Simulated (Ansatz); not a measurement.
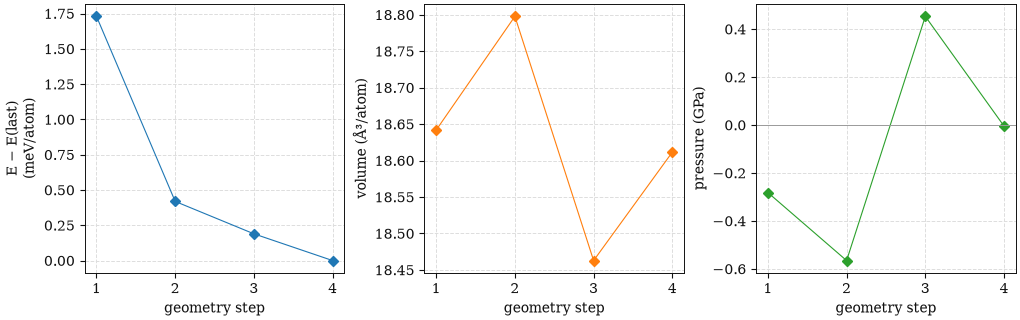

History of a geometry optimisation. Atoms and cell relax. A closing SCF on a freshly chosen basis isn't drawn.

- system: Ga$_{2}$SiS (P4/mmm, 4 atoms in the cell)
- method: DFT PBE, scalar-relativistic, plane waves, PAW in Ansatz 0.2.0; cutoff 420 eV, 12×12×10 k-mesh, Gaussian smearing of 0.1 eV

Q: How did it end, and what did it gain?

A: The optimisation met its thresholds at geometry 4, counting the start as the first. The energy fell by about 1.7 meV/atom from the first step to the last. All forces vanish by symmetry, so only the cell moves.

Q: What happens to the cell?

A: The volume shrinks from 18.64 to 18.61 Å³ per atom (−0.2 %), overshooting to 18.46 at step 3, as the pressure goes from −0.28 GPa to about 0 GPa.
